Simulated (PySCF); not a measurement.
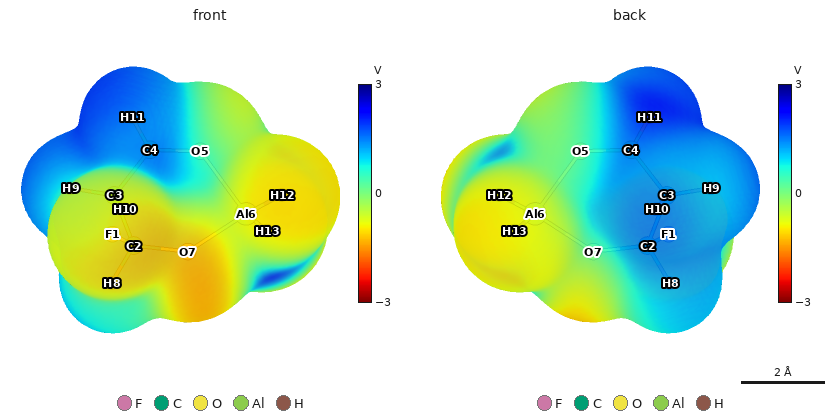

C3H6AlFO2 (SMILES F[C@H]1CC=[O+][AlH2-][O]1). The molecular electrostatic potential painted on the density surface at 0.002 e/bohr³, seen from the front and from behind; the colour scale runs from red (negative) to blue (positive).

Geometry: GFN2-xTB.

Method: PySCF, PBE0/pcSseg-1, SCF density, gas phase, non-relativistic.

The calculation's input:

```
{"job": {"xc": "PBE0", "basis": "pcSseg-1", "kind": "nmr", "pop": true}, "charge": 0, "multiplicity": 1}
F     -0.628928    -0.802555     1.935147
C     -0.315893    -1.082798     0.617158
C     -1.290800    -0.175009    -0.269465
C     -0.728534     1.164050    -0.110220
O      0.386000     1.442653    -0.538311
Al     1.912941     0.336583    -0.442952
O      0.955501    -0.858608     0.368449
H     -0.618473    -2.134042     0.467553
H     -2.309591    -0.281794     0.091733
H     -1.160824    -0.552778    -1.281262
H     -1.248054     1.877837     0.544108
H      2.816785     1.157313     0.489883
H      2.225483    -0.090366    -1.889549
```

Run with:

```sh
OMP_NUM_THREADS=1 python ens_run.py task.json out
```

Question: Which sites attract a positive test charge, and which a negative one?

Answer: A positive charge is drawn to the negative regions and a negative charge to the positive ones. The most negative region (about −1.4 V) lies over O7, the most positive (about +2.1 V) over the π face of C4. O7 is the likeliest acceptor of a hydrogen bond.
